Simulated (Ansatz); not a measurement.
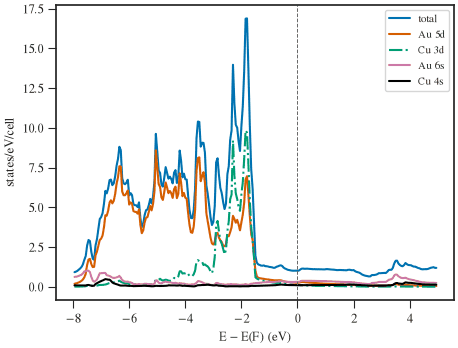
Figure: Total and projected density of states of CuAu3 in space group I4/mmm (No. 139; Cu on 2a, Au on 4d, Au on 2b), plane-wave PAW LDA (Ansatz code)

Which orbitals carry the states next to the Fermi level?

Within 0.5 eV of the Fermi level: Au 6s 31 %, Au 5d 26 %, Cu 3d 11 %, Cu 4s 10 %, outside the projected shells 22 %. Projections are on Löwdin-orthogonalised atomic valence shells; empty p or d shells of many metals are not among them.

Where is the tallest occupied peak in this window, and what makes it?

Near -1.8 eV, about 17 states/eV per cell; the largest projected share is Cu 3d.

The first step of the workflow began from a Materials Project structure, measured or hypothetical; the Crystallography Open Database copy checked does not list it. COD files the formula under space group No. 221. Whether it is the stable phase at ambient conditions was not checked. Symmetry was held in the LDA relaxation; whether a distortion lowers the energy is not shown. The run is not spin-polarised. Spin–orbit coupling is left out wherever it is not named.

Potentials: the later of the program's two PAW sets.
